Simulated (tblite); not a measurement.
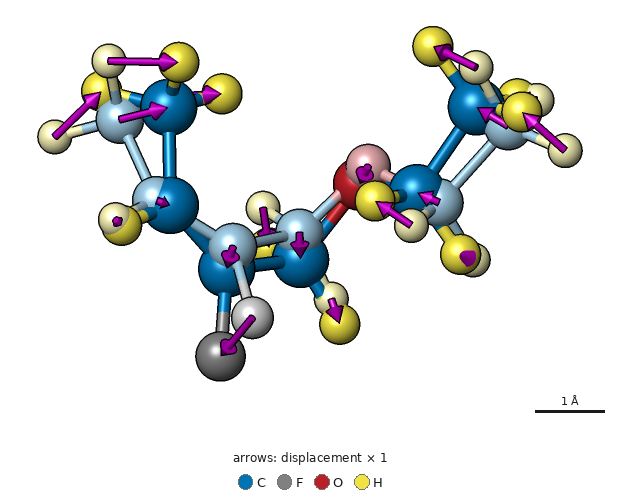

This is a relaxation of C₆H₁₁FO. The starting structure is drawn faded, the final one solid; purple arrows show the displacements, at their true length. The two geometries are superimposed by the best rigid fit.

A ball-and-stick model, seen face on.

The calculation used tblite, GFN2-xTB geometry optimisation, gas phase. 

### What did the optimiser do to the structure, and how much energy did it gain?

The atom that moves furthest after the best rigid fit is an H atom (1.14 Å). Largest moves by element: H 1.14 Å, F 0.95 Å, C 0.81 Å, O 0.40 Å. Near-neighbour distances that change, for instance: C–C 1.509 → 1.490 Å, C–O 1.424 → 1.406 Å, C–H 1.089 → 1.101 Å, C–H 1.098 → 1.086 Å. Bond angles that change, for instance: F–C–C 116.7° → 112.4°, C–C–F 115.9° → 118.6°, H–C–H 106.3° → 108.7°. Groups turn about C–C by about 40°. The energy falls by 0.123 eV in 145 geometry steps.
